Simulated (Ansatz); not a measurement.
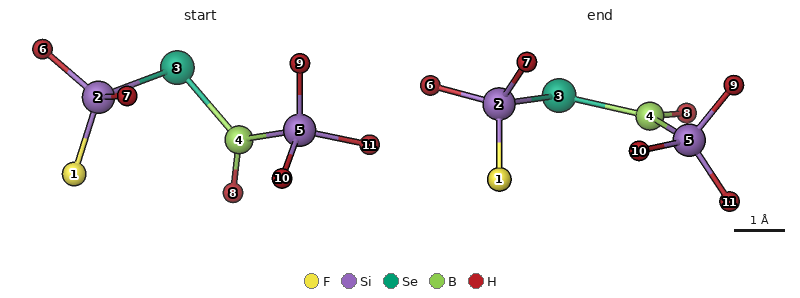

The structure of BSi2H6SeF before (left) and after (right) a relaxation, at one scale.

The picture is a ball-and-stick view, seen from a free direction.

The run prepares an end point of a later path (torsion) calculation, from a guessed geometry.

Computed with Ansatz 0.2.0, RHF/def2-SVP.

Input
```yaml
crystal:
  periodic: [false, false, false]
  atoms:
    - { symbol: F, position_ang: [-2.479, 0.7508, -1.166] }
    - { symbol: Si, position_ang: [-1.2621, 1.6754, -0.5044] }
    - { symbol: Se, position_ang: [0.6773, 1.0468, -1.4814] }
    - { symbol: B, position_ang: [0.5495, -0.8204, -0.7848] }
    - { symbol: Si, position_ang: [1.192, -1.3317, 0.9353] }
    - { symbol: H, position_ang: [-1.4797, 3.1281, -0.743] }
    - { symbol: H, position_ang: [-1.1733, 1.4289, 0.9481] }
    - { symbol: H, position_ang: [-0.0638, -1.6129, -1.4378] }
    - { symbol: H, position_ang: [1.8789, -0.24893, 1.63141] }
    - { symbol: H, position_ang: [0.05468, -1.79464, 1.74762] }
    - { symbol: H, position_ang: [2.1745, -2.46854, 0.81765] }
basis:
  gaussian: { orbitals: def2-SVP }
hamiltonian:
  xc: hf
relax:
  f_tol: 0.015
  max_steps: 40
```

Command:
```bash
ansatz run input.yaml --threads 2 --pin off --max-ram 3072MiB --backend cpu --events-out ev --progress --plain --runs-dir out
```

Describe what moved and what it gained.

The relaxation stopped without meeting its thresholds, so the last structure isn't shown to be converged. It used up its limit of 40 steps. The largest move after the best rigid fit is that of H8, 2.08 Å. Largest moves by element: H 2.08 Å, F 1.20 Å, Se 0.72 Å, B 0.62 Å, Si 0.29 Å. Among the contacts that change: B4–Si5 1.906 → 2.041 Å, F1–Si2 1.665 → 1.609 Å, Se3–B4 1.997 → 1.942 Å, Si5–H9 1.459 → 1.488 Å. Among the angles between lasting bonds that change: Si2–Se3–B4 93.1° → 105.0°, Se3–B4–Si5 123.0° → 130.6°, Se3–B4–H8 117.5° → 111.3°. Groups turn about B4–Si5 by about 110°, Se3–B4 by about 90°. After 35 accepted moves (39 points after the start) the energy has fallen by 18.6 kcal/mol. The largest force component goes from 1.9 to 0.048 eV/Å. The line search rejected the trial steps at points 11, 16, 35, 38 of the run.
